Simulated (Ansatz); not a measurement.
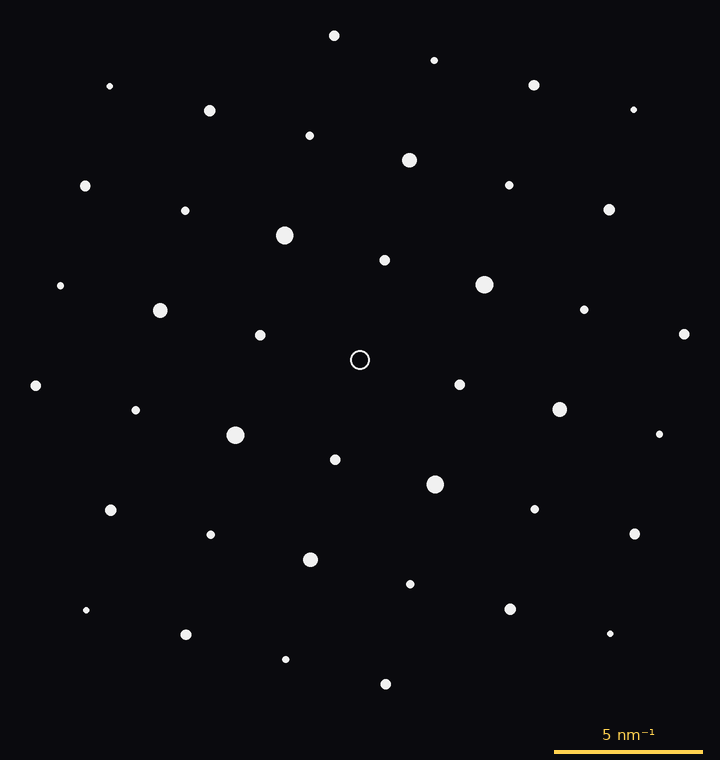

Computed electron diffraction pattern, 300 kV, single scattering only, B = 0.8 Å².

It belongs to AsAu, space group F-43m (No. 216), a = 5.737 Å. Structure: the input geometry of an electronic-structure calculation (not necessarily at equilibrium); the starting structure was generated, so it need not be a known form of this composition.

```json
{"atom": "Au", "site": "4a", "symmetry": "-43m", "x": "0.0000", "y": "0.0000", "z": "0.0000"}
{"atom": "As", "site": "4d", "symmetry": "-43m", "x": "0.2500", "y": "0.2500", "z": "0.7500"}
```

**Determine the zone axis from the geometry of the pattern.**

The spots form a square net with both shortest vectors at d = 2.87 Å, 90.0° apart. They index as 2 0 0 and 0 2 0, so the zone axis is [001] (or an equivalent direction of <001>).

**List the strongest reflections.**

Strongest reflections with d > 0.88 Å, one of each family (|F|² from tabulated Gaussian fits of the electron scattering factors, times a small damping for the curvature of the Ewald sphere):

```csv
hkl,d (Å),I (strongest = 100)
2 2 0,2.028,100
4 0 0,1.434,48
4 4 0,1.014,18
6 2 0,0.907,13
2 0 0,2.868,11
4 2 0,1.283,4
```
